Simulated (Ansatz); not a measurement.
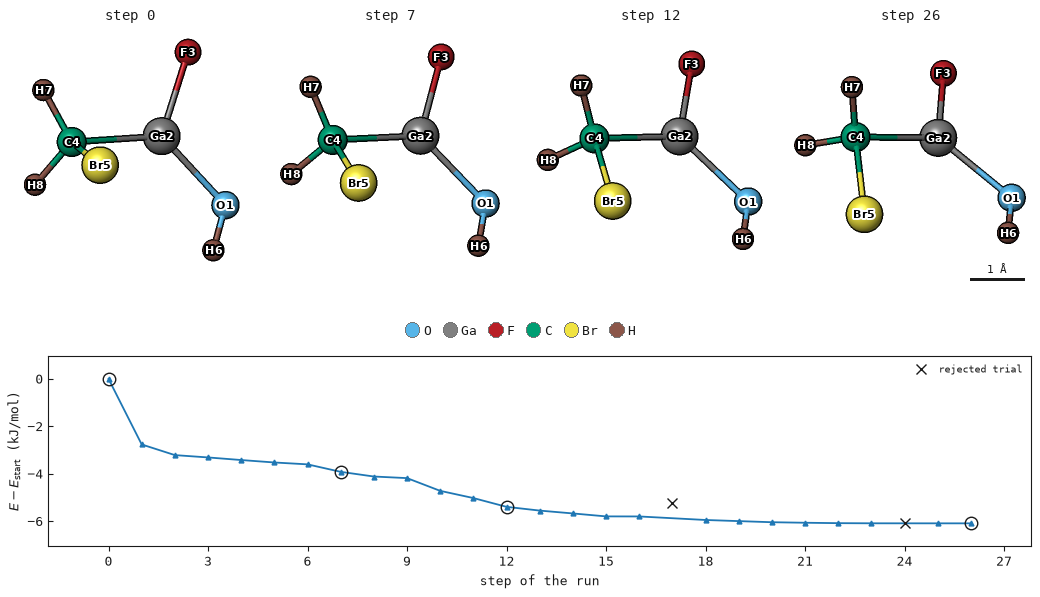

Frames of a relaxation of CH$_{3}$BrFGaO, marked on the history of the run. The picture is a ball-and-stick view, seen at a tilt.

The start comes from PBE-D4/def2-SVP.

Computed with RKS PBE0-D4/def2-TZVP in Ansatz 0.2.0. (force threshold 0.005 eV/Å; at most 150 steps)

Q: What happens along the run?

A: Over 24 accepted moves (26 points after the start) the energy falls by 6.09 kJ/mol. The largest force component goes from 0.66 to 0.0014 eV/Å. The line search rejected the trial steps at points 17, 24 of the run. The forces were under the threshold at step 22, but the run went on from there. The largest move after the best rigid fit is that of Br5, 1.08 Å. By element the largest moves are Br 1.08 Å, F 0.95 Å, H 0.80 Å, O 0.33 Å, Ga 0.14 Å, C 0.13 Å. Among the contacts that change: C4–Br5 1.972 → 1.944 Å, O1–Ga2 1.792 → 1.767 Å, Ga2–F3 1.767 → 1.749 Å, C4–H7 1.104 → 1.088 Å. Bond angles that change, for instance: Ga2–C4–Br5 106.0° → 109.7°. Groups turn about Ga2–C4 by about 65°. From step 0 to 7: Br5 moves most (0.35 Å), energy −3.92 kJ/mol. From step 7 to 12: Br5 moves most (0.39 Å), energy −1.48 kJ/mol. From step 12 to 26: Br5 moves most (0.35 Å), energy −0.70 kJ/mol.
